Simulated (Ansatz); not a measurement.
# BrH3Si2: what the fields show

The calculation's input:

```
crystal:
  periodic: [false, false, false]
  atoms:
    - {symbol: Si, position_ang: [-1.004792, 1.015135, -0.942823]}
    - {symbol: Si, position_ang: [1.415659, -2.132616, 1.483216]}
    - {symbol: Br, position_ang: [0.821800, -0.133471, 0.601178]}
    - {symbol: H, position_ang: [-0.808601, -0.173069, -1.874912]}
    - {symbol: H, position_ang: [-2.032809, 0.269143, -0.102246]}
    - {symbol: H, position_ang: [1.620169, 1.173886, 0.849464]}
basis:
  gaussian: {orbitals: def2-TZVPP}
hamiltonian: {xc: pbe0, dispersion: d4}
output: {orbitals: {seedname: orbitals}}
```

Launched as:

```sh
ansatz run in.yaml --threads 2 --pin off --events-out ev --progress --plain --max-ram 4352MiB
```

Geometry: PBE0-D4/def2-TZVP.

Computed with RKS PBE0-D4/def2-TZVPP in Ansatz 0.2.0.

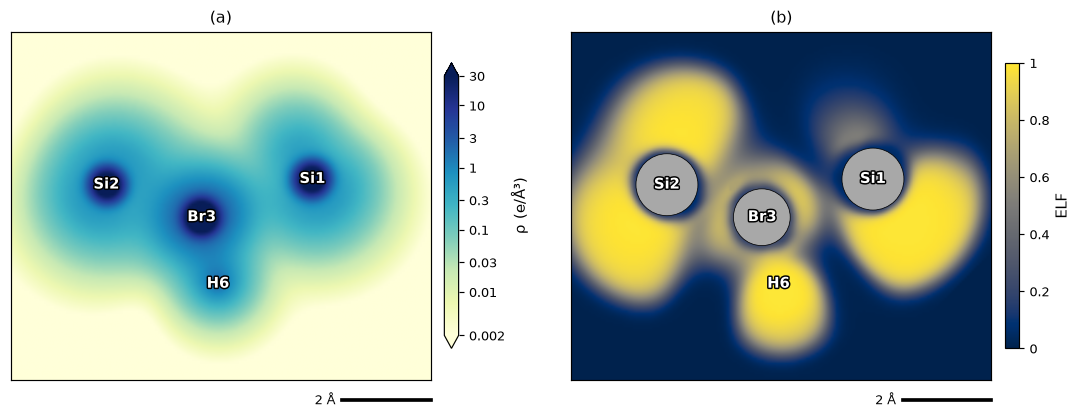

Figure 1. (a) total electron density; (b) electron localisation function on the plane of atoms Si2, Br3 and H6. Grey discs cover the atomic cores in the ELF map.

> What does the map show?

The plane passes through Si, Br and H nuclei.
Si–Br (2.26 Å): ρ is about 0.64 e/Å³ halfway, with its minimum of 0.48 e/Å³ about 0.8 Å from Si; the ELF peaks at about 0.75 between the atoms.
Br–H (1.55 Å): the density is about 1.3 e/Å³ at the midpoint; the ELF climbs to about 1 towards the hydrogen, as it does in any bond to H.
The ELF also peaks beside Si2 and Si1, away from the bonds: lone-pair regions.

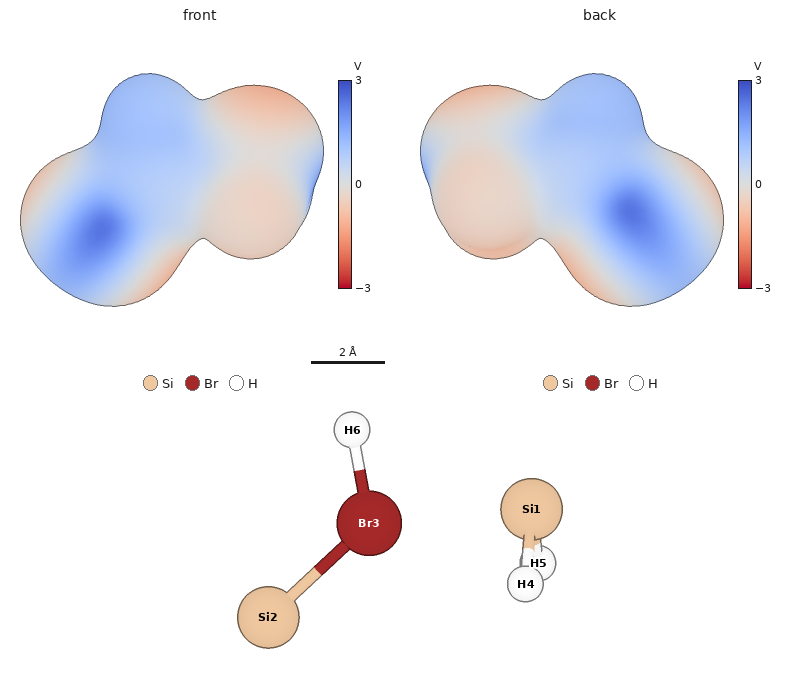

Figure 2. The electrostatic potential painted on the density surface at 0.002 e/bohr³, seen from the front and from behind; red is negative and blue positive. The bare structure is drawn below in the same view.

> Describe the electrostatic potential map.

The most negative region (about −1.0 V) lies over Si1, the most positive (about +2.3 V) over Si2.

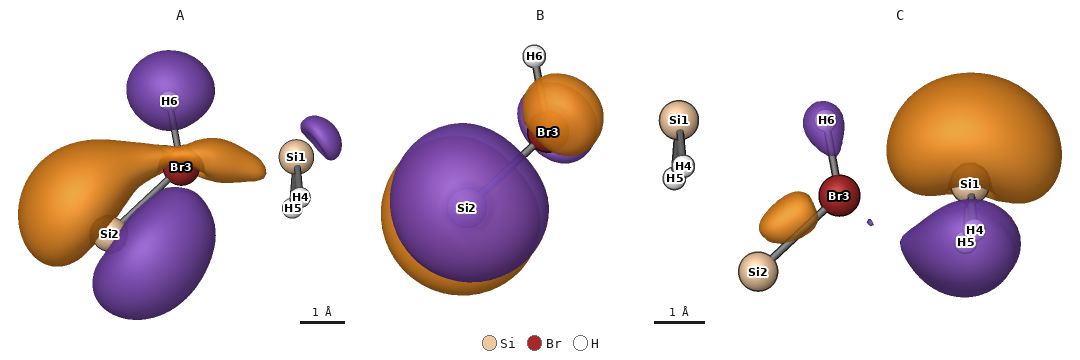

Figure 3. Three frontier orbitals at ±0.08 Å⁻³ᐟ² (orange and purple are the two phases), in no order.

> Order the three orbitals by energy and name them.

C is the HOMO−1 (−6.42 eV). By Hirshfeld shares it lies mainly on Si1 (about 75 %), H4 (about 10 %) and H5 (about 10 %). A is the HOMO (−5.19 eV). By Hirshfeld shares it lies mainly on Si2 (about 70 %), Br3 (about 15 %) and H6 (about 10 %). B is the LUMO (−3.25 eV). By Hirshfeld shares it lies mainly on Si2 (about 85 %) and Br3 (about 10 %).

> What is the HOMO–LUMO gap?

1.94 eV between the orbital energies.

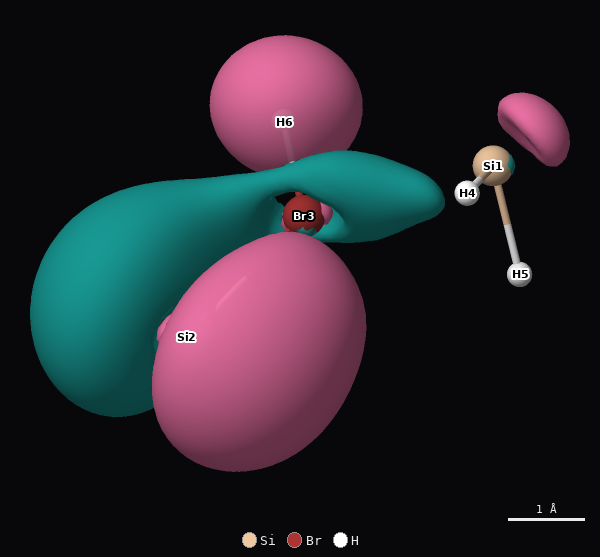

Figure 4. The HOMO at ±0.08 Å⁻³ᐟ² (teal and pink are the two phases), seen at a tilt.

> Describe this orbital and give its energy.

It lies mainly on Si2 (about 70 %), Br3 (about 15 %) and H6 (about 10 %). Its energy is −5.19 eV.
